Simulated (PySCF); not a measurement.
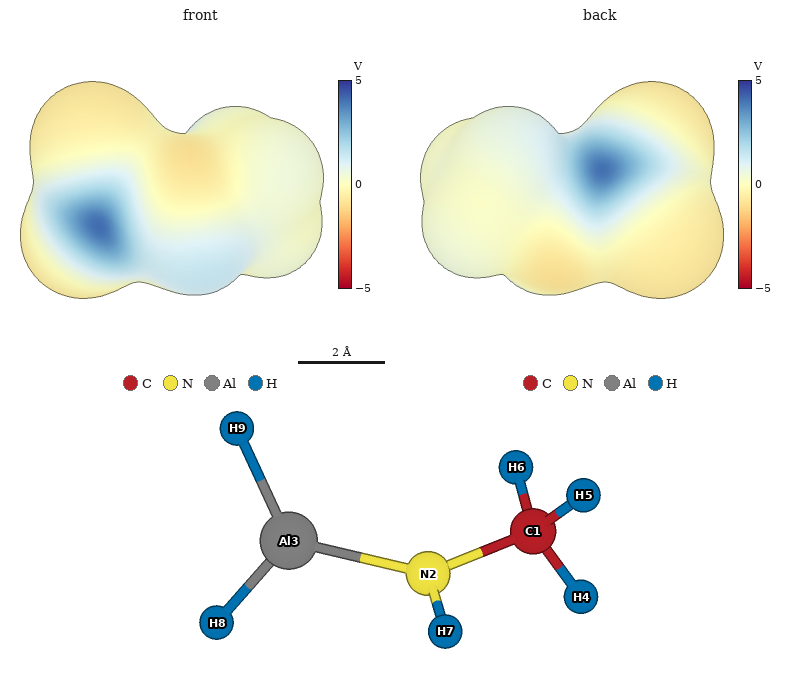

The picture shows: CH6AlN (SMILES C[NH][AlH2]). The molecular electrostatic potential painted on the density surface at 0.002 e/bohr³, seen from the front and from behind; red is negative and blue positive. The bare structure is drawn below in the same view.

Geometry: GFN2-xTB.

These are results of CAM-B3LYP/def2-SVPD, SCF density, gas phase (PySCF 2.14.0), not measurements.

```xyz
9

C    -1.2372   -0.4510    0.0258
N    -0.1142    0.4350   -0.2911
Al    1.6180    0.3383    0.1258
H    -1.6732   -0.8815   -0.8807
H    -2.0238    0.0798    0.5697
H    -0.8754   -1.2642    0.6542
H    -0.4691    1.2056   -0.8541
H     2.6710   -0.0147   -0.9431
H     2.1173    0.5586    1.5684
```

> Describe the electrostatic potential map.

The most negative region (about −0.9 V) lies over N2, the most positive (about +3.9 V) over Al3.

> How polar is the molecule by this calculation?

Its dipole moment is 1.18 D.
